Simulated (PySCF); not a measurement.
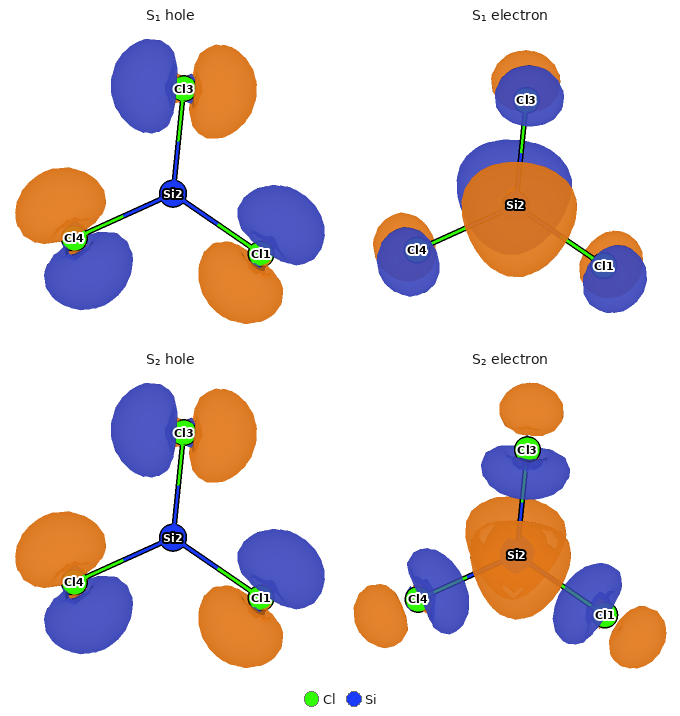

Figure. Cl₃Si, charge +1, SMILES `Cl[Si+](Cl)Cl`. Leading natural transition orbitals (TDA singlet states).

Level of theory: B3LYP/6-31+G* (PySCF), at a geometry from GFN2-xTB. No frequency check shows the geometry to be a minimum. GFN2-xTB bond lengths at metals and heavier atoms can be off by up to 0.1 Å and shapes distorted, which carries into these values.

Q: Describe these excited states.

A: By state:
- S₁: 5.34 eV (232 nm), f = 0.000 (dark); the leading pair carries 100 %; hole on Cl1, Cl3 and Cl4 (32 % each), electron on Si2 (56 %) and Cl1, Cl3 and Cl4 (15 % each); their centroids lie 0.0 Å apart.
- S₂: 5.93 eV (209 nm), f = 0.000 (dark), n → σ*; the leading pair carries 100 %; hole on Cl1, Cl3 and Cl4 (32 % each), electron on Si2 (44 %) and Cl1, Cl3 and Cl4 (19 % each); their centroids lie 0.0 Å apart.

Cost of the run: 58 s on 1 thread of Intel(R) Xeon(R) Platinum 8488C (Sapphire Rapids), on a shared host, peak memory 0.5 GiB.
